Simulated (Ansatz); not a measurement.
## Electronic structure of C₂H₉Si···H in real space

```xyz
13

Si   -0.3873   -0.5283   -0.1936
H     1.2944   -0.7436   -0.5248
H    -0.6471   -1.5549   -1.2357
H    -1.7401    0.1510   -0.0543
C    -0.0396   -0.9979    1.5816
H     0.9008    0.2797   -0.8182
C     0.1664    1.3960   -1.0624
H    -0.9778   -1.2608    2.0794
H     0.6717   -1.8201    1.6610
H     0.3801   -0.1353    2.1084
H    -0.1257    2.0221   -0.2196
H     1.1024    1.7871   -1.4839
H    -0.5982    1.4050   -1.8380
```

A transition-state structure; geometry: PBE0-D4/def2-TZVP.

Theory: RKS PBE0-D4/def2-TZVPP in Ansatz 0.2.0.

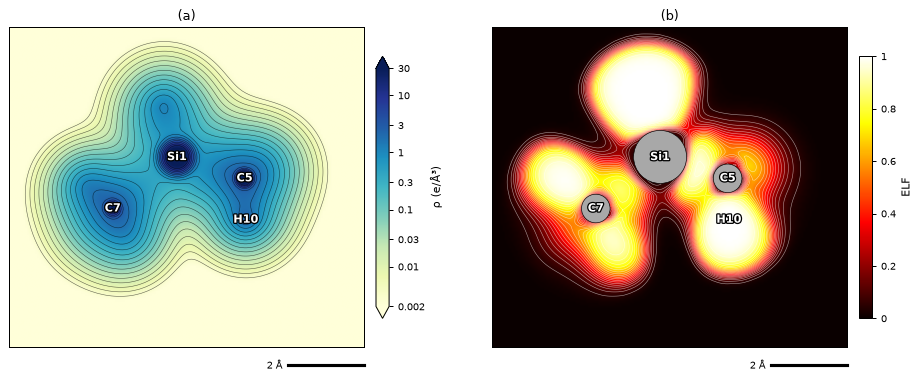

Figure 1. (a) total electron density; (b) ELF on the plane of atoms Si1, C5 and H10. Grey discs cover the atomic cores in the ELF map.

Question: What do the fields say about this system?

Answer: The section cuts through Si, C and H sites. C–Si (1.87 Å): ρ at the midpoint is about 0.98 e/Å³; the ELF peaks at about 0.95 between the atoms, as expected for localised, covalent bonding. C–H (1.09 Å): the density is about 1.9 e/Å³ at the midpoint; the ELF climbs to about 1 towards the hydrogen, as it does in any bond to H: an ordinary covalent bond to hydrogen.

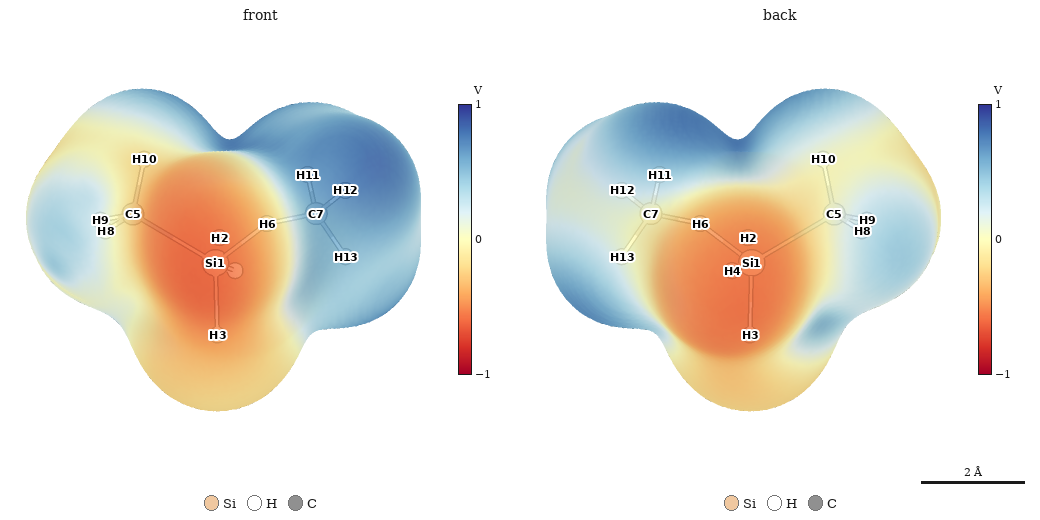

Figure 2. The electrostatic potential painted on the density surface at 0.001 e/bohr³, seen from the front and from behind; red is negative and blue positive.

Question: Describe the electrostatic potential map.

Answer: The most negative region (about −0.6 V) lies over H2 and H4, the most positive (about +0.8 V) over Si1, H11 and H12.

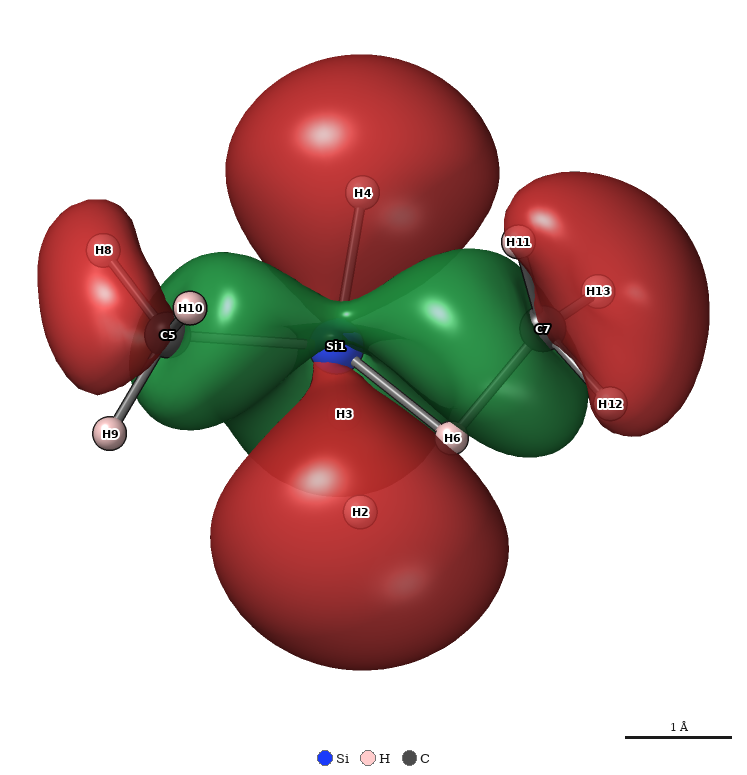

Figure 3. The HOMO at ±0.06 Å⁻³ᐟ² (green and red are the two phases), seen from one side.

Question: Where does this orbital lie, and at what energy?

Answer: It lies mainly on H2 (about 25 %), Si1 (about 20 %), C7 (about 15 %), H4 (about 15 %), C5 (about 5 %) and H6 (about 5 %). Its energy is −6.29 eV.

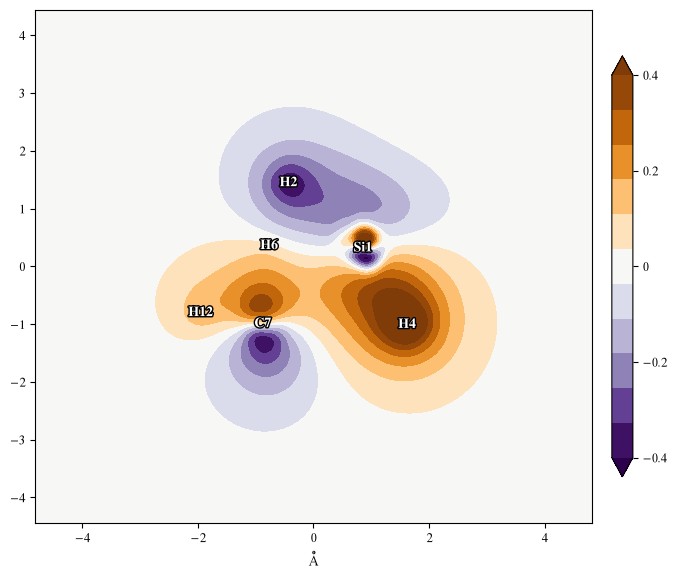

Figure 4. The HOMO−1 on the plane of atoms H6, C7 and H12 (values in Å⁻³ᐟ²; the overall sign is arbitrary).

Question: What is the character of this orbital?

Answer: Its weight (Hirshfeld) is mainly on Si1 (about 30 %), H4 (about 20 %), C5 (about 10 %), C7 (about 10 %) and H2 (about 10 %). Its energy is −8.98 eV.
